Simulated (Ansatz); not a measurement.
```xyz
8

Al    0.0180   -0.1769    0.1995
N    -0.0152   -0.1333    2.0597
H    -0.8335   -0.4030    2.5920
H     0.8229   -0.2364    2.6171
H     1.3544    0.0527   -0.6088
Cl   -1.8073   -0.4981   -0.7929
H    -0.6379    2.4396    0.7879
H    -0.4478    1.9544    1.2768
```

Not at a stationary point (largest force 1.8 eV/Å).

Method: RKS PBE0-D4/6-31G* (Ansatz 0.2.0).

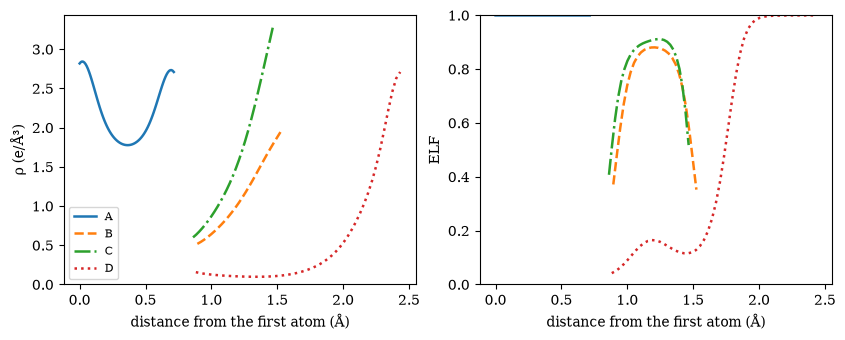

AlClH3N···H2. Electron density and electron localisation function along straight lines between neighbouring atoms. The curves leave out the atomic cores.

> Which curve belongs to which contact (Al–Cl, Al–H, Al–N and H–H)? The first atom named is at distance zero.

Curve A: H–H (0.71 Å): ρ at the midpoint is about 1.8 e/Å³; the ELF peaks at about 1 between the atoms; an ordinary covalent bond to hydrogen. Curve B: Al–Cl (2.10 Å): ρ is about 0.72 e/Å³ halfway; the ELF peaks at about 0.90 in the valence shell of Cl, 0.9 Å from its nucleus, and is about 0.80 at the midpoint. Curve C: Al–N (1.86 Å): ρ at the midpoint is about 0.72 e/Å³; the ELF peaks at about 0.90 in the valence shell of N, 0.6 Å from its nucleus, and is about 0.70 at the midpoint. Curve D: Al1···H8 (2.43 Å): the density falls to about 0.1 e/Å³ on the way; the ELF climbs to about 1 towards the hydrogen.
